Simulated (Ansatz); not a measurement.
# Ge (diamond): generalised stacking-fault energy along a line

Ge (diamond) is sheared across one {111} plane, shuffle cut: the third cell vector gains the shift, so faults repeat every 9.8 Å. The cut lies between planes 2.46 Å apart; the cell height is held.

```
Ge
1.0
    4.01240     0.00000     0.00000
    2.00620     3.47484     0.00000
    0.00000     0.00000     9.82833
Ge
6
Direct
  0.33333   0.33333   0.87500
  0.00000   0.00000   0.20833
  0.66667   0.66667   0.54167
  0.66667   0.66667   0.79167
  0.33333   0.33333   0.12500
  0.00000   0.00000   0.45833
```

In-plane vectors a = (4.012, 0.000) Å, b = (2.006, 3.475) Å, area 13.94 Å². The shift is s times the vector a + b (length 6.950 Å), so s = 1 restores the start. Atoms relax along the normal only. γ = [E(shift) − E(0)] / area.

Level of theory: r2SCAN (plane waves to 500 eV, PAW, scalar-relativistic; Ansatz, a quantum-chemistry and plane-wave program). k mesh 8×8×3 (Γ-centred), Fermi-Dirac smearing 0.05 eV. E is the zero-smearing estimate. Stress and pressure are positive under compression. As the smearing reaches across the gap at some points, the k mesh leaves noise in γ, roughly 0.02 J/m² as judged from a few cases. Faults lie only 9.8 Å apart, and holding the cell height raises γ above its relaxed value. Ge was relaxed with its symmetry unable to fall. γ is measured from zero shift.

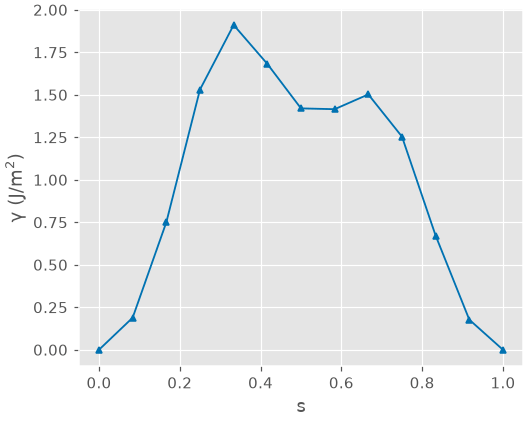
Figure. γ (J/m²) against s; markers are the computed points, lines only join them (the last repeats the first, one period on).

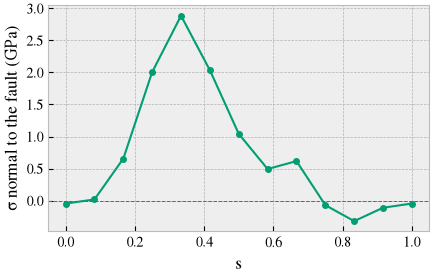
Figure: σ normal to the fault (GPa) against s; computed points joined by lines (the last repeats the first, one period on).

The highest computed γ on the line is 1.91 J/m² and the steepest slope dγ/d(shift) before the first maximum (spline) is 14 GPa. Position of the highest point: s = 0.333.

A slope of 1 mJ/m² per Å is 0.01 GPa.

(The slope of γ gives the shear force per area between the displaced halves; near zero shift its curvature is an elastic stiffness.)
